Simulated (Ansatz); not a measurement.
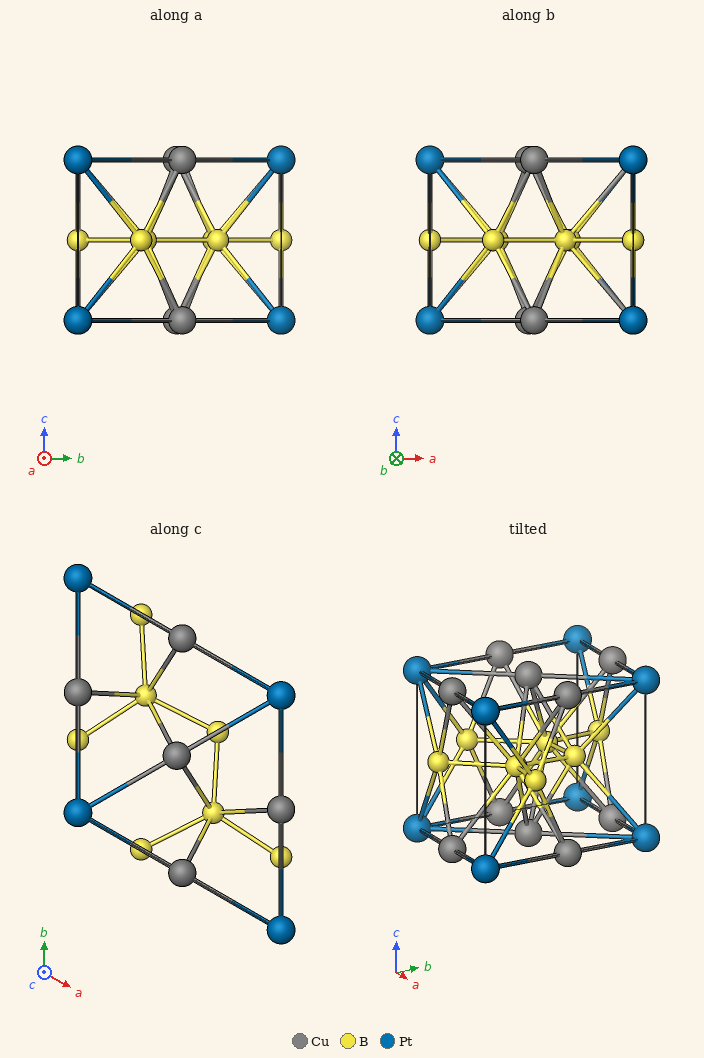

Ball-and-stick drawing of the structure, looking along the a axis, along the b axis, along the c axis and slightly off an axis. The edges of the conventional unit cell are marked.

Lattice parameters: a = 5.2363 Å, b = 5.2363 Å, c = 3.5808 Å, α = 90.000°, β = 90.000°, γ = 120.000°.

Express the structure as a CIF with its space group and independent sites, with free fractional coordinates to two decimals.

Answer.
```cif
data_structure
_symmetry_space_group_name_H-M 'P -6 2 m'
_symmetry_Int_Tables_number 189
_cell_length_a 5.2363
_cell_length_b 5.2363
_cell_length_c 3.5808
_cell_angle_alpha 90.000
_cell_angle_beta 90.000
_cell_angle_gamma 120.000
_cell_volume 85.03
loop_
_atom_site_label
_atom_site_type_symbol
_atom_site_symmetry_multiplicity
_atom_site_Wyckoff_symbol
_atom_site_fract_x
_atom_site_fract_y
_atom_site_fract_z
_atom_site_occupancy
Cu1 Cu 3 f 0.51 0.00 0.00 1
B1 B 3 g 0.31 0.00 0.50 1
B2 B 2 d 0.6667 0.3333 0.50 1
Pt1 Pt 1 a 0.00 0.00 0.00 1
```

The model was built from a structure type filled with these elements by a generator (whether the compound takes this form wasn't checked). What is shown is the relaxed result from DFT PBE, scalar-relativistic, plane waves, PAW in Ansatz 0.2.0.
